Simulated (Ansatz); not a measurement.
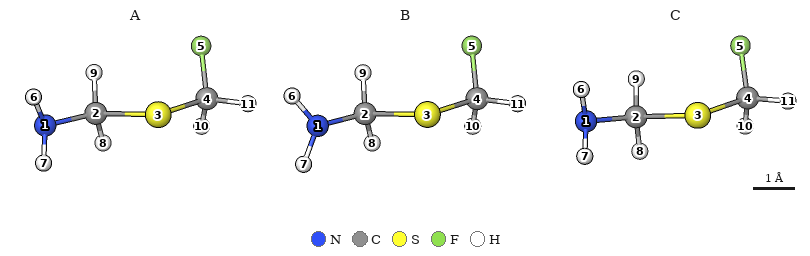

3 geometries from a converged minimum-energy path of C2H6FNS, shuffled. Style: ball-and-stick. Shown from a free direction.

Level of theory: Ansatz 0.2.0, RKS PBE0-D4/6-31G*. Run with 7 movable images; climbing image; force threshold 0.03 eV/Å; iteration limit 35; starting path by image-dependent pair potential.

> Which frame is the top of the path?

B. In order along the path, whose images run from 0 to 8: B (image 4, +2.15 kcal/mol), A (image 6, −2.37 kcal/mol), C (image 8, −2.88 kcal/mol). The motion is an umbrella inversion at N1. No bond forms or breaks between the ends. Bond angles that change up to the highest image, for instance: C2–N1–H6 110.4° → 120.3°, H6–N1–H7 108.0° → 117.3°.
